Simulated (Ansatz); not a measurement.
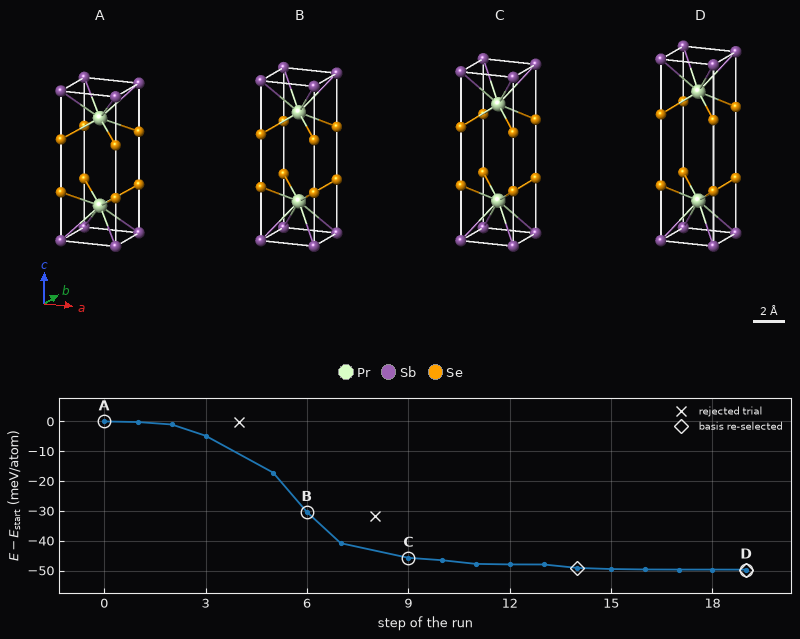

Frames of a relaxation of a crystal of Pr2SbSe2 (a generated structure, set up in P4/mmm), marked on the history of the run. The picture is a ball-and-stick view of the cell of the calculation, seen slightly off an axis.

The calculation used DFT PBE, scalar-relativistic, plane waves, PAW; 4f electrons in the core of a trivalent norm-conserving potential in Ansatz 0.2.0. Set-up: plane-wave cutoff 660 eV; k-point mesh 10 × 10 × 4; occupations gaussian; smearing width 0.1 eV; no spin polarisation; cell and atoms relaxed; force threshold 0.01 eV/Å; at most 80 steps.

Question: What happens along the run?

Answer: The largest moves relative to the cell, 0.24 Å, are those of Se atoms. By element the largest moves are Se 0.24 Å, Pr 0.09 Å. Sb stays in place. Cell: a = b 3.930 → 3.773 Å (−4.0 %), c 10.215 → 12.387 Å (+21.3 %). Volume +11.8 %. Near-neighbour distances that change, for instance: Pr–Sb 3.492 → 3.637 Å, Pr–Se 3.022 → 2.966 Å. Among the angles between lasting bonds that change: Pr–Se–Pr 133.7° → 128.2°, Pr–Se–Pr 81.1° → 79.0°. The space group stays P4/mmm (No. 123). Over 15 accepted moves (19 points after the start) the energy falls by 49.7 meV per atom. Largest force component: 0.032 eV/Å at the start, 0.0022 eV/Å at the end. Pressure: 0.04 GPa at the start and 0.01 GPa at the end. The line search rejected the trial steps at points 4, 8 of the run. At 2 points the geometry stayed and the basis and grid were re-selected for the new cell (energy shift of 1.2 meV per atom at most each time). The run took 14 min on 1 thread of Arm Neoverse V2, with other jobs on the host, peak memory 0.91 GiB. From step 0 to 6: Pr atoms move most (0.16 Å), volume +1.0 %, energy −30.4 meV per atom. From step 6 to 9: Se atoms move most (0.09 Å), volume +2.5 %, energy −15.4 meV per atom. From step 9 to 19: Se atoms move most (0.28 Å), volume +7.9 %, energy −4.0 meV per atom.

| step | E − E(0), meV/atom | largest force component, eV/Å | pressure, GPa | volume, Å³/atom | note |
| --- | --- | --- | --- | --- | --- |
| 0 | 0.00 | 0.0324 | 0.04 | 31.556 |  |
| 1 | -0.20 | 0.0240 | -0.01 | 31.584 |  |
| 2 | -1.02 | 0.0965 | -0.10 | 31.639 |  |
| 3 | -4.78 | 0.1421 | -0.10 | 31.696 |  |
| 4 | -0.09 | 0.7266 | 0.36 | 31.892 | rejected |
| 5 | -17.16 | 0.1781 | -0.18 | 31.876 |  |
| 6 | -30.38 | 0.1697 | 0.06 | 31.873 |  |
| 7 | -40.83 | 0.1756 | 0.25 | 31.972 |  |
| 8 | -31.70 | 0.4652 | 0.11 | 33.135 | rejected |
| 9 | -45.73 | 0.0325 | 0.32 | 32.678 |  |
| 10 | -46.53 | 0.0913 | -0.01 | 33.392 |  |
| 11 | -47.77 | 0.0174 | 0.04 | 33.586 |  |
| 12 | -47.95 | 0.0008 | 0.02 | 33.855 |  |
| 13 | -47.96 | 0.0009 | 0.01 | 33.972 |  |
| 14 | -49.12 | 0.0011 | 0.07 | 33.972 | same geometry, new basis |
| 15 | -49.49 | 0.0013 | 0.03 | 34.449 |  |
| 16 | -49.64 | 0.0022 | 0.02 | 34.889 |  |
| 17 | -49.67 | 0.0010 | 0.00 | 35.158 |  |
| 18 | -49.68 | 0.0022 | 0.01 | 35.275 |  |
| 19 | -49.69 | 0.0022 | 0.01 | 35.275 | same geometry, new basis |

Limits of the set-up: layers or molecules are held without a dispersion correction, so their spacing is unreliable.
